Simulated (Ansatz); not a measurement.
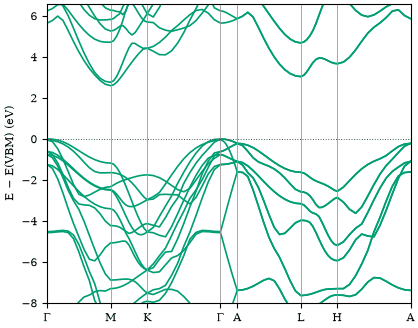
Fig. 1. Band structure from plane-wave PAW r²SCAN (Ansatz code)

Question: Read off the gap and where the band edges lie.

Answer: About 2.6 eV (2.60 eV by a search for the band edges); maximum at Γ, minimum at M.

The material is SiC (4H polytype, space group No. 186).

Space group P6_3mc (4H polytype). Symmetry was held in the r²SCAN relaxation; phonons on a q-mesh show no instability.

Potentials: the later of the program's two PAW sets.
